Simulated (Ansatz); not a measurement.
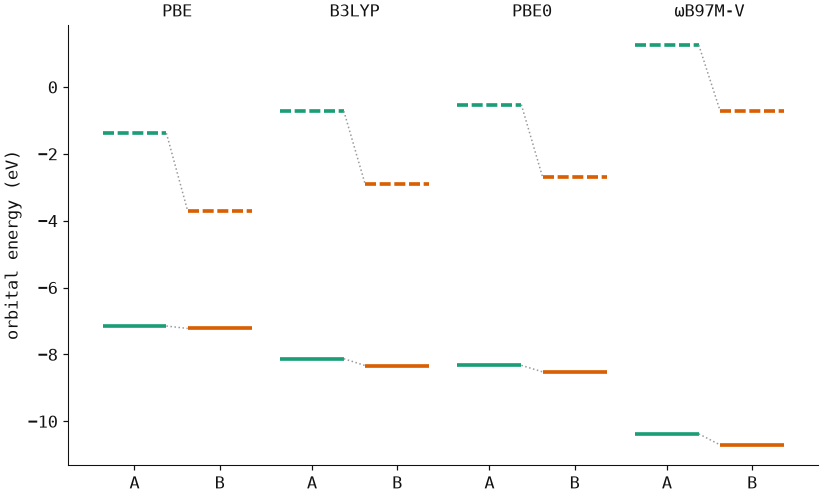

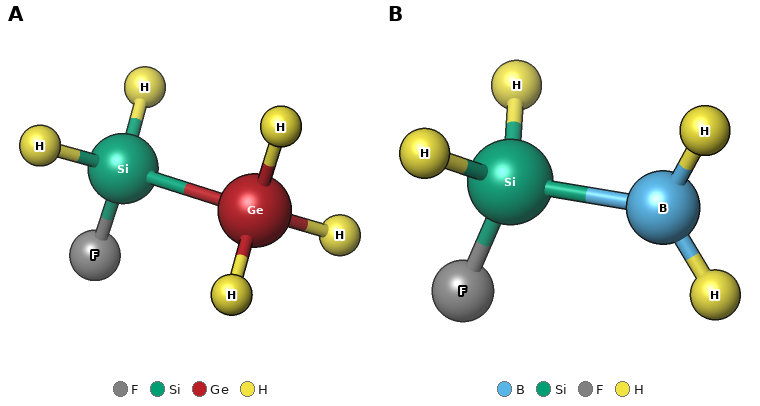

One change: A, GeSiH₅F (SMILES F[SiH2][GeH3]), becomes B, BSiH₄F (SMILES B[SiH2]F). GeH₃ on Si is replaced by BH₂. HOMO (solid) and LUMO (dashed) computed in def2-TZVPP at PBE0-D4/def2-TZVP geometries, both minima by their frequencies, gas phase, the Ansatz code. Empty levels above zero depend strongly on the basis.

### What does the change do to HOMO and LUMO?

PBE: the HOMO falls by 0.07 eV, the LUMO falls by 2.33 eV, and the separation goes from 5.77 to 3.51 eV. B3LYP: the HOMO falls by 0.20 eV, the LUMO falls by 2.18 eV, and the separation goes from 7.41 to 5.43 eV. PBE0: the HOMO falls by 0.20 eV, the LUMO falls by 2.17 eV, and the separation goes from 7.80 to 5.82 eV. ωB97M-V: the HOMO falls by 0.33 eV, the LUMO falls by 1.96 eV, and the separation goes from 11.63 to 10.00 eV.

### Do the functionals agree on the effect?

They agree on the direction for both levels; the HOMO shift lies between −0.33 and −0.07 eV and the LUMO shift between −2.33 and −1.96 eV, while the separations themselves differ by up to 6.5 eV between functionals.
